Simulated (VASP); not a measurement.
Band structure of P (black). These are vdW-DF-cx, VASP's PBE PAW potentials (set 64) (plane waves; VASP 6.6.1) values and carry that method's errors.

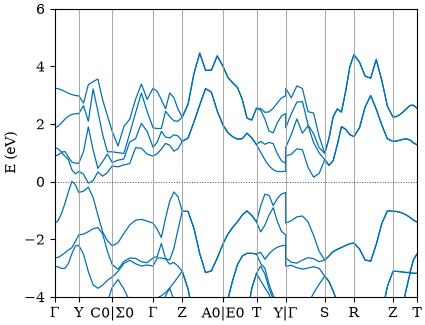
Figure: Bands along high-symmetry lines, zero at the valence-band maximum or, without a gap, the Fermi level

Q: Read the plot: is there a gap, and where are the band edges?

A: It has no gap at this level: it comes out as a metal or semimetal. (Edges off the drawn lines would not show.)

Measured: gap 0.35 eV (computed value off by -0.35 eV), as given by Das et al., (2018), arXiv:1807.05623.

The compound is P in the black structure. It was relaxed first.
